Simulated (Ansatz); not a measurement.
# Calculations on CH₅NSi

**1. Relaxation**

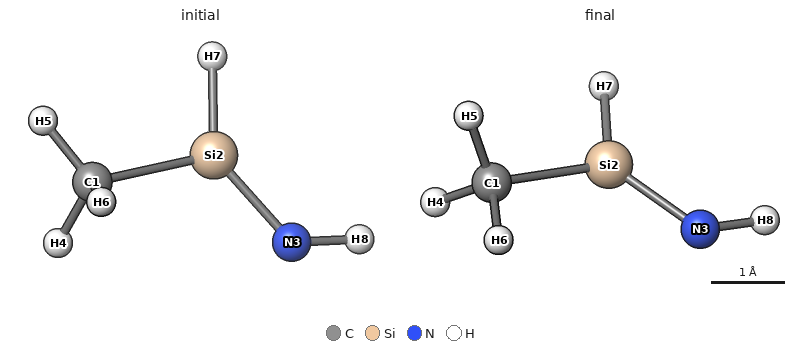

The structure of CH$_{5}$NSi before (left) and after (right) a relaxation, at one scale.

Style: ball-and-stick. Shown at a tilt.

Theory: Ansatz 0.2.0, RKS PBE0-D4/def2-TZVP.

Input file:
```yaml
crystal:
  periodic: [false, false, false]
  atoms:
    - {symbol: C, position_ang: [-0.693490, 0.827840, -0.456030]}
    - {symbol: Si, position_ang: [0.682680, -0.284370, 0.201130]}
    - {symbol: N, position_ang: [0.196750, -1.690970, 0.818210]}
    - {symbol: H, position_ang: [-1.232940, 0.331730, -1.257400]}
    - {symbol: H, position_ang: [-0.319480, 1.775040, -0.839870]}
    - {symbol: H, position_ang: [-1.413300, 1.044580, 0.327450]}
    - {symbol: H, position_ang: [1.970960, 0.389150, 0.001160]}
    - {symbol: H, position_ang: [0.808830, -2.393000, 1.205340]}
basis:
  gaussian: {orbitals: def2-TZVP}
hamiltonian: {xc: pbe0, dispersion: d4}
relax: {f_tol: 0.005, max_steps: 200}
```

**Summarise the run.**

The atom that moves furthest after the best rigid fit is H7 (0.69 Å). By element the largest moves are H 0.69 Å, N 0.35 Å, Si 0.15 Å, C 0.03 Å. Some distances before and after: C1–Si2 1.888 → 1.847 Å, Si2–H7 1.467 → 1.494 Å, Si2–N3 1.611 → 1.594 Å, C1–H4 1.086 → 1.094 Å. Bond angles that change, for instance: N3–Si2–H7 135.9° → 127.6°, C1–Si2–N3 115.3° → 120.2°, Si2–N3–H8 124.9° → 121.1°. Groups turn about C1–Si2 by about 60°. The energy falls by 2.44 kcal/mol in 15 accepted moves (18 points after the start). Largest force component: 1.6 eV/Å at the start, 0.0014 eV/Å at the end. The line search rejected the trial steps at points 5, 12, 14 of the run. The run took roughly 70 core-seconds on a shared host.

**2. A change**

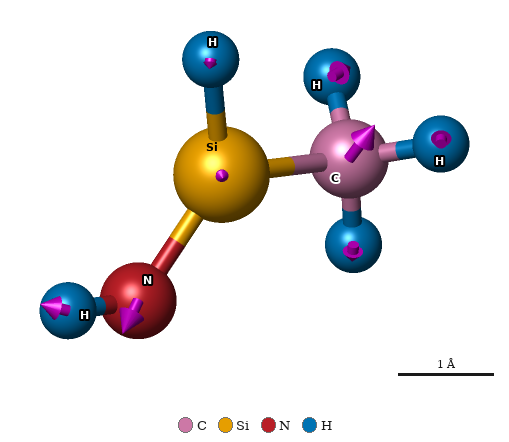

CH5NSi. The purple arrows show how the atoms are displaced, magnified 5 times. Style: ball-and-stick. Shown from a free direction.

Level of theory: Ansatz, RKS wB97M-V/def2-TZVPP. 

Q: Describe the change and its computed effect.

A: All atoms are moved at random (σ = 0.06 Å) from the PBE0-D4/def2-TZVP minimum. It costs 51.5 kJ/mol. The largest force is 6.1 eV/Å, on the C atom. The forces point partly back along the displacements (cosine −0.69). At other levels of theory the same distortion costs 42.6 kJ/mol (RKS PBE-D4/def2-TZVPP), 48.4 kJ/mol (RKS r2SCAN-D4/def2-TZVPP), 50.7 kJ/mol (RKS PBE0-D4/def2-TZVPP), 45.3 kJ/mol (RHF-CCSD(T), frozen core/def2-TZVPP). Near-neighbour distances before and after: C–H 1.092 → 1.006 to 1.220 Å, N–Si 1.594 → 1.666 Å, C–Si 1.847 → 1.876 Å, H–Si 1.494 → 1.477 Å. Bond angles that change, for instance: H–C–H 109.3° → 103.3°, Si–C–H 109.8° → 104.7°.

**3. Distortion**

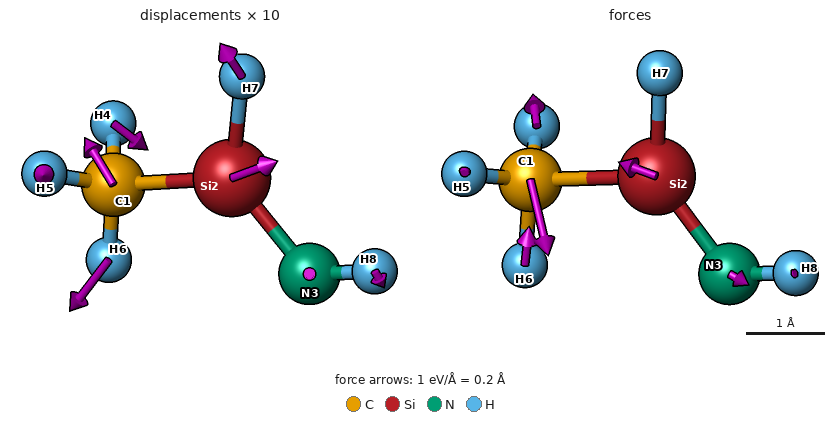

Left: CH$_{5}$NSi, with purple arrows for the displacements applied to it. Right: the displaced structure with the computed forces. Style: ball-and-stick. Shown at a tilt.

Theory: RKS r2SCAN-D4/def2-TZVPP in Ansatz 0.2.0. 

Where do the forces point?

All atoms are moved at random (σ = 0.06 Å) from the PBE0-D4/def2-TZVP minimum. Energy change: +48.3 kJ/mol. The largest force is 5.6 eV/Å, on C1. The forces point partly back along the displacements (cosine −0.68). At other levels of theory the same distortion costs 44.2 kJ/mol (RKS PBE-D4/def2-TZVPP), 48.7 kJ/mol (RKS PBE0-D4/def2-TZVPP), 49.4 kJ/mol (RKS wB97M-V/def2-TZVPP), 47.2 kJ/mol (RHF-CCSD(T), frozen core/def2-TZVPP). Near-neighbour distances before and after: C1–Si2 1.847 → 1.972 Å, C1–H6 1.090 → 1.211 Å, C1–H4 1.094 → 1.019 Å, Si2–N3 1.594 → 1.574 Å. Among the angles between lasting bonds that change: H4–C1–H5 107.2° → 118.1°, N3–Si2–H7 127.6° → 134.0°.
